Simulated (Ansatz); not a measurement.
| atom | x (Å) | y (Å) | z (Å) |
| --- | --- | --- | --- |
| Al | -1.1148 | -0.5604 | 1.9466 |
| H | 0.3196 | -0.4410 | -1.5065 |
| H | 0.5020 | -0.5965 | -2.2146 |
| O | -0.1296 | 0.4329 | 1.0134 |
| H | 0.4229 | 1.1651 | 0.7609 |

The product side of a reaction path; geometry: PBE0-D4/def2-TZVP.

Computed with RKS PBE0-D4/def2-TZVPP (Ansatz 0.2.0).

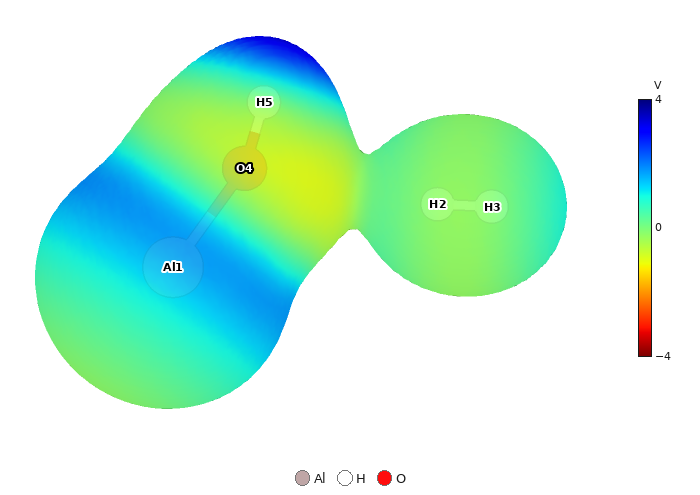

AlHO···H2. The electrostatic potential painted on the density surface at 0.004 e/bohr³, seen across its widest extent; the colour scale runs from red (negative) to blue (positive).

Q: Which sites attract a positive test charge, and which a negative one?

A: A positive charge is drawn to the negative regions and a negative charge to the positive ones. The most negative region (about −1.0 V) lies over O4, the most positive (about +3.3 V) over H5.
